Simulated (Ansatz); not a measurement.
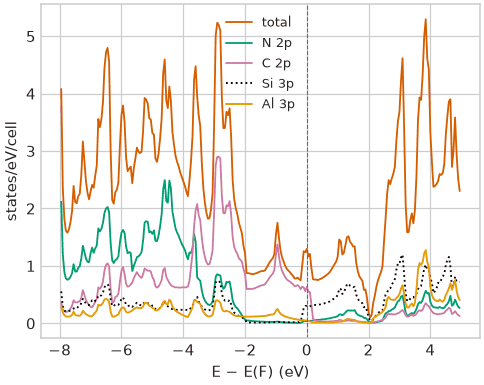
Total and projected density of states of AlSiCN in space group P3m1 (No. 156; Pearson symbol hP8), DFT-PBEsol in the program Ansatz with PAW potentials

Which orbitals carry the states next to the Fermi level?

Within 0.5 eV of the Fermi level: C 2p 46 %, Si 3p 23 %, N 2s 8 %, Si 3s 7 %, outside the projected shells 6 %. Projections are on Löwdin-orthogonalised atomic valence shells; empty p or d shells of many metals are not among them.

Where is the tallest occupied peak in this window, and what makes it?

Near -2.9 eV, about 5.2 states/eV per cell; the largest projected share is C 2p.

The start of the workflow was typed in or built on a structure type; the Crystallography Open Database copy checked does not list it. Its standing as an ambient phase is unchecked. Symmetry was held in the PBEsol relaxation; its stability against distortions is not shown here.

Potentials: the earlier of the program's two PAW sets. The files were generated under PBE; for other functionals the program regenerates the frozen cores, and for LDA and PBEsol the local potential too.
